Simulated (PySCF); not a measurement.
```xyz
13

Si    2.3246    0.1711    0.5213
C     1.0777   -0.9988   -0.3510
C    -0.2448   -0.4462   -0.3375
C    -1.3393    0.0513   -0.3593
C    -2.6495    0.6220   -0.2917
Cl   -2.6585    2.0395    0.8159
Cl   -3.8338   -0.5883    0.3088
H     2.3543    1.4410   -0.2007
H     1.9041    0.3599    1.9072
H     3.6310   -0.4877    0.4618
H     1.0598   -1.9671    0.1523
H     1.3827   -1.1694   -1.3851
H    -3.0126    0.9733   -1.2596
```

Geometry: GFN2-xTB.

Theory: PBE0/def2-SVPD, SCF density, gas phase in PySCF 2.14.0.

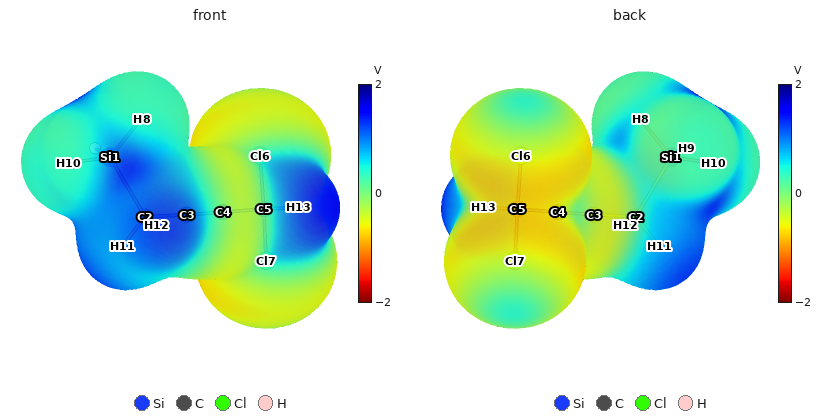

C4H6Cl2Si. The molecular electrostatic potential painted on the density surface at 0.002 e/bohr³, seen from the front and from behind; red is negative and blue positive.

### Describe the electrostatic potential map.

The most negative region (about −0.8 V, or −18 kcal/mol for a unit charge) lies over Cl6 and Cl7, the most positive (about +1.5 V, or +35 kcal/mol for a unit charge) over Si1 and H13. Cl6 shows a σ-hole: about +0.5 V, or +12 kcal/mol for a unit charge at the tip opposite its bond, against about −0.6 V, or −14 kcal/mol for a unit charge on its flanks. Cl7 shows a σ-hole: about +0.5 V, or +12 kcal/mol for a unit charge at the tip opposite its bond, against about −0.6 V, or −14 kcal/mol for a unit charge on its flanks.

### What dipole moment does the calculation give?

Its dipole moment is 2.97 D.
